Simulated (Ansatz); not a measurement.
# CCH3 on Pd(100), bridge start, 2x2 cell: photoemission fingerprints, part 4 of 4

What would XPS and UPS show for CCH3 on Pd(100), bridge start, 2x2 cell? Spin–orbit coupling is left out of the bands throughout.

Ansatz 0.2.0; DFT, PBE, plane-wave PAW, scalar-relativistic; PAW set soft_1.

So far, work function, upper face (eV): step 2 (the clean face) 5.08; step 3 (relaxing the atoms) 3.53; step 4 (layer-resolved bands, DOS and potential) 3.52.

**6. Z+1 stand-in on atom 5**

System of this step: H3Pd20CN. The cell holds 25 atoms: 3 H, 1 C, 1 N and 20 Pd. Its edges and angles: a = 5.572 Å, b = 5.572 Å, c = 26.210 Å, α = 90.0°, β = 90.0°, γ = 90.0°. It derives from Pd. Regions: ad, 5 atoms (3 H, 1 C and 1 N); L1, 4 atoms (4 Pd); L2, 4 atoms (4 Pd); L3, 4 atoms (4 Pd); rest, 8 atoms (8 Pd). Vacuum lies along c.

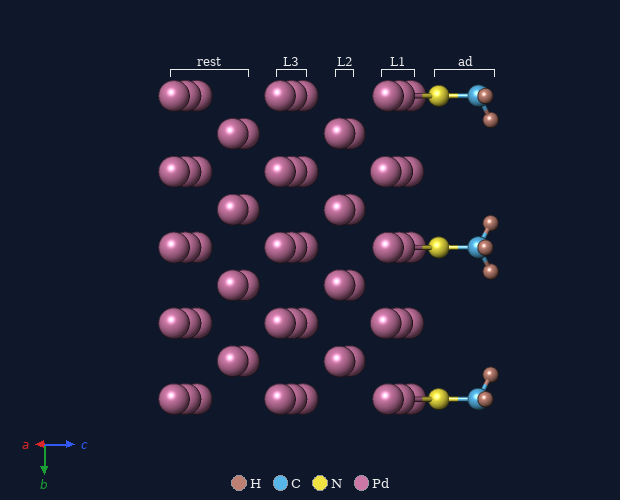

The cell of this step (hydrogen pink, carbon blue, nitrogen yellow, palladium pink). Bonds to atoms that aren't drawn are left out. 1×2×1 cells are drawn. Some periodic images of atoms are drawn too.

The same swap on atom 5.

The input, input.yaml:

```yaml
crystal:
  lattice:
    - [5.5720014357, 0.0, 0.0]
    - [0.0, 5.5720014357, 0.0]
    - [0.0, 0.0, 26.21]
  atoms:
    - { symbol: H, position: [0.434498451, 0.0010649976, 0.7095248584] }
    - { symbol: H, position: [0.1544150679, 0.1593094996, 0.7080435407] }
    - { symbol: H, position: [0.1560420535, 0.8400726805, 0.7080342883] }
    - { symbol: C, position: [0.2511995529, 0.000189822, 0.6939294387] }
    - { symbol: "N", position: [0.250856925, 0.0001263531, 0.6374673509] }
    - { symbol: Pd, position: [-0.0022308512, -1.46486e-05, 0.5896243687] }
    - { symbol: Pd, position: [0.5027576962, -1.60894e-05, 0.5895453395] }
    - { symbol: Pd, position: [0.0008291869, 0.4999812555, 0.5863812912] }
    - { symbol: Pd, position: [0.4987265185, 0.4999802054, 0.586494374] }
    - { symbol: Pd, position: [0.2500442574, 0.2504135737, 0.5113231471] }
    - { symbol: Pd, position: [0.7499838297, 0.2477039506, 0.5127729199] }
    - { symbol: Pd, position: [0.2500461416, 0.749567366, 0.5113212045] }
    - { symbol: Pd, position: [0.7499851874, 0.7522871768, 0.5127754463] }
    - { symbol: Pd, position: [0.0, 0.0, 0.436474628] }
    - { symbol: Pd, position: [0.5, 0.0, 0.436474628] }
    - { symbol: Pd, position: [0.0, 0.5, 0.436474628] }
    - { symbol: Pd, position: [0.5, 0.5, 0.436474628] }
    - { symbol: Pd, position: [0.25, 0.25, 0.361312476] }
    - { symbol: Pd, position: [0.75, 0.25, 0.361312476] }
    - { symbol: Pd, position: [0.25, 0.75, 0.361312476] }
    - { symbol: Pd, position: [0.75, 0.75, 0.361312476] }
    - { symbol: Pd, position: [0.0, 0.0, 0.286150324] }
    - { symbol: Pd, position: [0.5, 0.0, 0.286150324] }
    - { symbol: Pd, position: [0.0, 0.5, 0.286150324] }
    - { symbol: Pd, position: [0.5, 0.5, 0.286150324] }
kpoints:
  mp_grid: { grid: [8, 8, 1] }
scf:
  occupations: { method: fermi_dirac, width: 0.05 }
  n_extra_bands: 21
hamiltonian:
  xc: pbe
  pseudopotentials: { kind: paw, azcp: { folder: soft_1 } }
output:
  forces: true
  write_potential: true
  volumetric_format: []
efield:
  axis: 3
  dipole_correction: true
```

Started as:

```console
ansatz run input.yaml --threads 8 --pin off --max-ram 40960MiB --backend cuda --events-out ev --progress --plain --runs-dir out
```

Numbers of over 12 decimals in the logs are rounded to 6 here.

The program printed:

```text
[...]
Crystal: 25 atoms, lattice volume = 813.747 Å³
Basis set: ecut = 420 eV, 15955 PW (Γ), exchange–correlation on 80×80×360 points (8 copies of the dense FFT grid, shifted against one another)
Bands: 207, of which v1, the nominal top of the filled ones, is band 186 counted from 1 (185 counted from 0)
Symmetry: 1 space group operations
[...]
k-points: 34 of 64 (time reversal used)
[...]
SCF iter   1: F=—  HF=-140160.898947 eV  |F-HF|=—  |Δ(HF+E_count)|=         —  Δρ=1.11e-1  dr2=1.57e2  ethr=3.10e-3  p=-0.000 e·Å  D=-2.03e-7 V/Å  ΔV_dip=0.00 eV  dr2_dipole=1.48e0  V_vac-E_F(+/−)=2.66/2.66 eV  ⟨swp⟩=6.2  Hψ=25094  notcnv=0  defer=11
[...]
SCF iter   5: F=—  HF=-140134.912783 eV  |F-HF|=—  |Δ(HF+E_count)|=   5.09e-2  Δρ=4.11e-3  dr2=4.02e-1  ethr=3.07e-4  p=0.258 e·Å  D=5.75e-2 V/Å  ΔV_dip=-1.51 eV  dr2_dipole=1.14e-1  V_vac-E_F(+/−)=3.60/5.10 eV  ⟨swp⟩=2.8  Hψ=10664  notcnv=0  defer=239
[...]
SCF 1 converged in 16 iterations: F = -140134.895493 eV  dr2 = 2.16e-8
[...]
SCF converged after 16 iterations
[...]
```

The job ended after 6.7 s (1 × NVIDIA GB200 with 8 threads of Arm Neoverse V2, shared host; peak memory 1.6 GiB; 23 s of CPU time).

Numbers from this step:

```yaml
free_energy: -140134.8955 eV
energy_at_zero_smearing: -140134.7102 eV
smearing_term_ts: 0.3706 eV
fermi_energy: 4.673 eV
```

**7. Z+1 stand-in on atom 7**

System of this step: AgH3Pd19C2. The cell holds 25 atoms: 3 H, 2 C, 19 Pd and 1 Ag. Its edges and angles: a = 5.572 Å, b = 5.572 Å, c = 26.210 Å, α = 90.0°, β = 90.0°, γ = 90.0°. It derives from Pd. Regions: ad, 5 atoms (3 H and 2 C); L1, 4 atoms (3 Pd and 1 Ag); L2, 4 atoms (4 Pd); L3, 4 atoms (4 Pd); rest, 8 atoms (8 Pd). Vacuum lies along c.

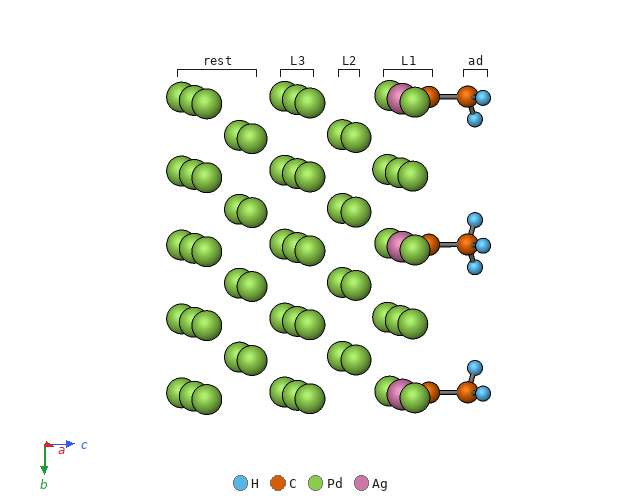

The cell of this step (hydrogen blue, carbon orange, palladium green, silver pink). Bonds to atoms that aren't drawn are left out. 1×2×1 cells are drawn. Some periodic images of atoms are drawn too.

The same swap on atom 7.

input.yaml: that of step 6 with these lines changed.

```diff
@@ -10,5 +10,5 @@
     - { symbol: C, position: [0.2511995529, 0.000189822, 0.6939294387] }
-    - { symbol: "N", position: [0.250856925, 0.0001263531, 0.6374673509] }
+    - { symbol: C, position: [0.250856925, 0.0001263531, 0.6374673509] }
     - { symbol: Pd, position: [-0.0022308512, -1.46486e-05, 0.5896243687] }
-    - { symbol: Pd, position: [0.5027576962, -1.60894e-05, 0.5895453395] }
+    - { symbol: Ag, position: [0.5027576962, -1.60894e-05, 0.5895453395] }
     - { symbol: Pd, position: [0.0008291869, 0.4999812555, 0.5863812912] }
```

The program printed:

```text
[...]
Crystal: 25 atoms, lattice volume = 813.747 Å³
Basis set: ecut = 420 eV, 15955 PW (Γ), exchange–correlation on 80×80×360 points (8 copies of the dense FFT grid, shifted against one another)
Bands: 207, of which v1, the nominal top of the filled ones, is band 186 counted from 1 (185 counted from 0)
Symmetry: 1 space group operations
[...]
k-points: 34 of 64 (time reversal used)
[...]
SCF iter   1: F=—  HF=-140645.793291 eV  |F-HF|=—  |Δ(HF+E_count)|=         —  Δρ=1.14e-1  dr2=2.38e2  ethr=3.10e-3  p=-0.000 e·Å  D=-2.65e-7 V/Å  ΔV_dip=0.00 eV  dr2_dipole=2.46e1  V_vac-E_F(+/−)=2.73/2.73 eV  ⟨swp⟩=6.3  Hψ=25195  notcnv=0  defer=16
[...]
SCF iter   4: F=—  HF=-140618.611106 eV  |F-HF|=—  |Δ(HF+E_count)|=   2.51e-1  Δρ=6.22e-3  dr2=1.57e0  ethr=1.26e-3  p=0.226 e·Å  D=5.03e-2 V/Å  ΔV_dip=-1.32 eV  dr2_dipole=8.72e-2  V_vac-E_F(+/−)=3.50/4.82 eV  ⟨swp⟩=2.5  Hψ=12498  notcnv=0  defer=258
[...]
SCF 1 converged in 16 iterations: F = -140618.581548 eV  dr2 = 3.21e-8
[...]
SCF converged after 16 iterations
[...]
```

Elapsed: 7.7 s, on 1 × NVIDIA GB200 with 8 threads; peak memory 1.7 GiB; 23 s of CPU time.

This step gave:

```yaml
free_energy: -140618.5815 eV
energy_at_zero_smearing: -140618.4073 eV
smearing_term_ts: 0.3485 eV
fermi_energy: 4.718 eV
```

**8. Z+1 stand-in on atom 8**

System of this step: AgH3Pd19C2. The cell holds 25 atoms: 3 H, 2 C, 19 Pd and 1 Ag. Cell: a = 5.572 Å, b = 5.572 Å, c = 26.210 Å, α = 90.0°, β = 90.0°, γ = 90.0°. It derives from Pd. Regions: ad, 5 atoms (3 H and 2 C); L1, 4 atoms (3 Pd and 1 Ag); L2, 4 atoms (4 Pd); L3, 4 atoms (4 Pd); rest, 8 atoms (8 Pd). Vacuum lies along c.

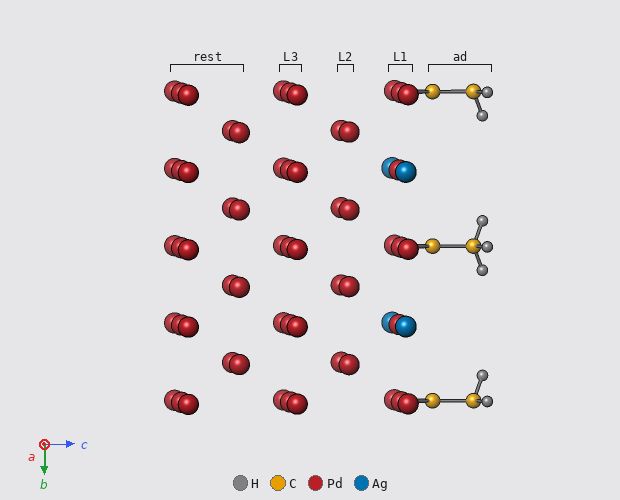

The cell of this step (hydrogen grey, carbon orange, palladium red, silver blue). Bonds to atoms that aren't drawn are left out. 1×2×1 cells are drawn. Some periodic images of atoms are drawn too.

The same swap on atom 8.

input.yaml: that of step 7 with these lines changed.

```diff
@@ -12,4 +12,4 @@
     - { symbol: Pd, position: [-0.0022308512, -1.46486e-05, 0.5896243687] }
-    - { symbol: Ag, position: [0.5027576962, -1.60894e-05, 0.5895453395] }
-    - { symbol: Pd, position: [0.0008291869, 0.4999812555, 0.5863812912] }
+    - { symbol: Pd, position: [0.5027576962, -1.60894e-05, 0.5895453395] }
+    - { symbol: Ag, position: [0.0008291869, 0.4999812555, 0.5863812912] }
     - { symbol: Pd, position: [0.4987265185, 0.4999802054, 0.586494374] }
```

The program printed:

```text
[...]
Crystal: 25 atoms, lattice volume = 813.747 Å³
Basis set: ecut = 420 eV, 15955 PW (Γ), exchange–correlation on 80×80×360 points (8 copies of the dense FFT grid, shifted against one another)
Bands: 207, of which v1, the nominal top of the filled ones, is band 186 counted from 1 (185 counted from 0)
Symmetry: 1 space group operations
[...]
k-points: 34 of 64 (time reversal used)
[...]
SCF iter   1: F=—  HF=-140646.466348 eV  |F-HF|=—  |Δ(HF+E_count)|=         —  Δρ=1.14e-1  dr2=2.15e2  ethr=3.10e-3  p=-0.000 e·Å  D=-2.54e-7 V/Å  ΔV_dip=0.00 eV  dr2_dipole=1.88e1  V_vac-E_F(+/−)=2.72/2.72 eV  ⟨swp⟩=6.2  Hψ=25301  notcnv=0  defer=14
[...]
SCF iter   4: F=—  HF=-140619.919309 eV  |F-HF|=—  |Δ(HF+E_count)|=   2.66e-1  Δρ=5.68e-3  dr2=1.25e0  ethr=8.22e-4  p=0.238 e·Å  D=5.30e-2 V/Å  ΔV_dip=-1.39 eV  dr2_dipole=3.25e-2  V_vac-E_F(+/−)=3.44/4.83 eV  ⟨swp⟩=2.6  Hψ=12439  notcnv=0  defer=247
[...]
SCF 1 converged in 15 iterations: F = -140619.889055 eV  dr2 = 9.00e-8
[...]
SCF converged after 15 iterations
[...]
```

The job ended after 6.7 s (1 × NVIDIA GB200 with 8 threads; peak memory 1.7 GiB; 23 s of CPU time).

Numbers from this step:

```
free energy             : -140619.8891 eV
energy at zero smearing : -140619.7248 eV
smearing term TS        : 0.3286 eV
Fermi energy            : 4.745 eV
```

**9. Z+1 stand-in on atom 14**

System of this step: AgH3Pd19C2. The cell holds 25 atoms: 3 H, 2 C, 19 Pd and 1 Ag. Cell: a = 5.572 Å, b = 5.572 Å, c = 26.210 Å, α = 90.0°, β = 90.0°, γ = 90.0°. It derives from Pd. Regions: ad, 5 atoms (3 H and 2 C); L1, 4 atoms (4 Pd); L2, 4 atoms (4 Pd); L3, 4 atoms (1 Ag and 3 Pd); rest, 8 atoms (8 Pd). Vacuum lies along c.

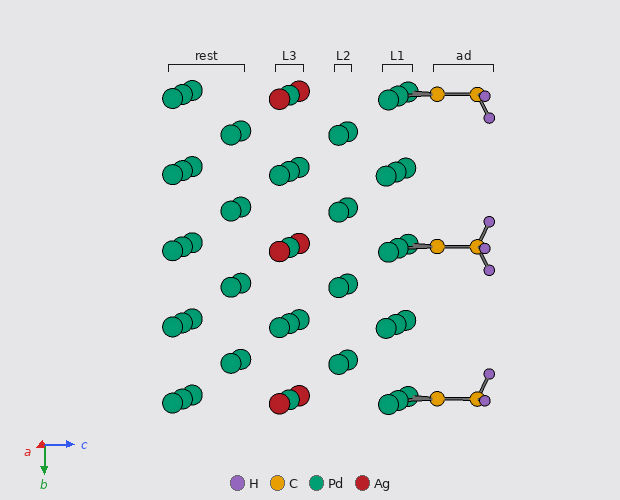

The cell of this step (hydrogen purple, carbon orange, palladium teal, silver red). Bonds to atoms that aren't drawn are left out. 1×2×1 cells are drawn. Some periodic images of atoms are drawn too.

The same swap on atom 14.

input.yaml: that of step 8 with these lines changed.

```diff
@@ -13,3 +13,3 @@
     - { symbol: Pd, position: [0.5027576962, -1.60894e-05, 0.5895453395] }
-    - { symbol: Ag, position: [0.0008291869, 0.4999812555, 0.5863812912] }
+    - { symbol: Pd, position: [0.0008291869, 0.4999812555, 0.5863812912] }
     - { symbol: Pd, position: [0.4987265185, 0.4999802054, 0.586494374] }
@@ -19,3 +19,3 @@
     - { symbol: Pd, position: [0.7499851874, 0.7522871768, 0.5127754463] }
-    - { symbol: Pd, position: [0.0, 0.0, 0.436474628] }
+    - { symbol: Ag, position: [0.0, 0.0, 0.436474628] }
     - { symbol: Pd, position: [0.5, 0.0, 0.436474628] }
```

The program printed:

```text
[...]
Crystal: 25 atoms, lattice volume = 813.747 Å³
Basis set: ecut = 420 eV, 15955 PW (Γ), exchange–correlation on 80×80×360 points (8 copies of the dense FFT grid, shifted against one another)
Bands: 207, of which v1, the nominal top of the filled ones, is band 186 counted from 1 (185 counted from 0)
Symmetry: 1 space group operations
[...]
k-points: 34 of 64 (time reversal used)
[...]
SCF iter   1: F=—  HF=-140645.932109 eV  |F-HF|=—  |Δ(HF+E_count)|=         —  Δρ=1.12e-1  dr2=1.67e2  ethr=3.10e-3  p=-0.000 e·Å  D=-1.96e-7 V/Å  ΔV_dip=0.00 eV  dr2_dipole=5.48e0  V_vac-E_F(+/−)=2.78/2.78 eV  ⟨swp⟩=6.2  Hψ=25169  notcnv=0  defer=20
[...]
SCF iter   4: F=—  HF=-140619.590969 eV  |F-HF|=—  |Δ(HF+E_count)|=   3.16e-1  Δρ=5.89e-3  dr2=7.66e-1  ethr=1.06e-3  p=0.243 e·Å  D=5.39e-2 V/Å  ΔV_dip=-1.41 eV  dr2_dipole=9.46e-4  V_vac-E_F(+/−)=3.54/4.95 eV  ⟨swp⟩=2.3  Hψ=12476  notcnv=0  defer=278
[...]
SCF 1 converged in 15 iterations: F = -140619.565086 eV  dr2 = 7.80e-8
[...]
SCF converged after 15 iterations
[...]
```

Elapsed: 6.9 s, on 1 × NVIDIA GB200 with 8 threads; peak memory 1.7 GiB.

This step gave:

```yaml
free_energy: -140619.5651 eV
energy_at_zero_smearing: -140619.4067 eV
smearing_term_ts: 0.3168 eV
fermi_energy: 4.693 eV
```

**10. Shifts from the Z+1 runs**

An atom with a screened core hole acts like the next element, so the difference of two such total energies is the shift between the two sites; positive is more bound. Shifts count from the last listed atom of each element.

```csv
atom,region,replaced by,shell meant,free energy (eV),shift (eV)
C4,adsorbate,N,1s,-140133.654,+1.24
C5,adsorbate,N,1s,-140134.895,+0.00
Pd7,layer 1,Ag,3d,-140618.582,+0.98
Pd8,layer 1,Ag,3d,-140619.889,-0.32
Pd14,layer 3,Ag,3d,-140619.565,+0.00
```

The stand-in's nearest image is 5.6 Å away. The method gives no absolute levels and the same shift for every shell of an atom.

**11. Summary of results**

| Quantity | Value |
| --- | --- |
| work function | 3.52 eV (other face 5.09 eV) |
| change from the clean face | -1.56 eV |
| Pd 4d centre of the filled part above −10 eV, from the plotted curve, layer 3 | -2.37 eV |
| Pd 4d centre of the filled part above −10 eV, from the plotted curve, layer 1 | -2.40 eV |
| C core shifts among the listed atoms, from the last listed one | +0.00 to +1.24 eV |
| Pd core shifts among the listed atoms, from the last listed one | -0.32 to +0.98 eV |

**Reading.** The Fermi level of CCH3 on Pd(100), bridge start, 2x2 cell lies 3.52 eV (other face 5.09 eV) below the vacuum, a change of -1.56 eV from the clean face. Only the strongest levels a point were stored, too few to count surface states. After relaxation C5 stands 1.30 Å above the top layer, bonded to 2 Pd atoms at 1.88 Å. The bare lower face differs from the lower face of the clean 1×1 slab by 0.01 eV, a measure of the error from mesh and slab. Core shifts by the Z+1 route: C +0.00 to +1.24 eV; Pd -0.32 to +0.98 eV. Among the sites run, the most bound C 1s level is that of C4 (adsorbate), bonded to 3 H and 1 C; the least bound, 1.24 eV shallower, that of C5 (adsorbate), bonded to 2 Pd and 1 C. Among the sites run, the most bound Pd 3d level is that of Pd7 (layer 1), bonded to 8 Pd and 1 C; the least bound, 1.31 eV shallower, that of Pd8 (layer 1), bonded to 8 Pd. At 21.2 eV the valence spectrum has its highest listed peaks within 10.8 eV at 0.8 eV (Pd 4d), 1.4 eV (Pd 4d), 2.4 eV (Pd 4d), 4.0 eV (Pd 4d) and 6.8 eV (C 2p). At 1486.7 eV the valence spectrum has its highest listed peaks within 13 eV at 0.8 eV (Pd 4d), 1.4 eV (Pd 4d), 2.4 eV (Pd 4d) and 3.9 eV (Pd 4d). The shell named is the one with most of the intensity, cross sections included, not always the one with most states there. Spin–orbit coupling is left out, which matters for the heavy atoms here. The slab's own atoms span 8.0 Å, so bulk bands appear as a few quantum-well levels, and states of the two faces can mix. The program warns of density or levels in the vacuum in some of these runs, so vacuum levels and energy differences can be a little off.

[Logs are printed without paths, hosts, clocks, repeated set-up lines and the standing remarks that a program may print on its own settings, such as how far it seeks lower states.]

[Hosts, paths, dates, database ids (printed as entryN), source tags and the programs' standing remarks are cut or masked in the printed files.]

[Maps of the electrostatic potential energy from Ansatz leave out the sawtooth potential of an applied field or a dipole correction, so their vacuum need not be flat; work functions include it.]
